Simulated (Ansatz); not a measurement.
Take KTaO₃ in the cubic perovskite structure (space group Pm-3m, No. 221; a = 3.9893 Å) as the base. Axes: x, y, z lie along the cube axes.

Now apply this change: biaxial strain −4.49 %, plane normal [111], relaxed out of plane (Cartesian); in-plane vectors clamped, the third vector and the atoms free.

Computed with r2SCAN (Ansatz, an electronic-structure program; PAW; 500 eV plane waves; spin-orbit coupling left out), earlier PAW set.

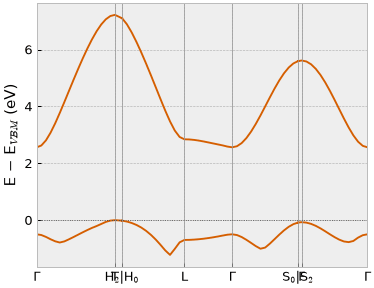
Highest valence and lowest conduction band along the path of the changed cell's own zone

### Question
Read the changed gap and its character from the plot.

### Answer
About 2.6 eV, indirect, T → Γ.

Spin-orbit coupling, missing from the scalar runs, can matter with Ta. Stability against distortions was not tested. Labels are those of the standard path for the cell's own space group.
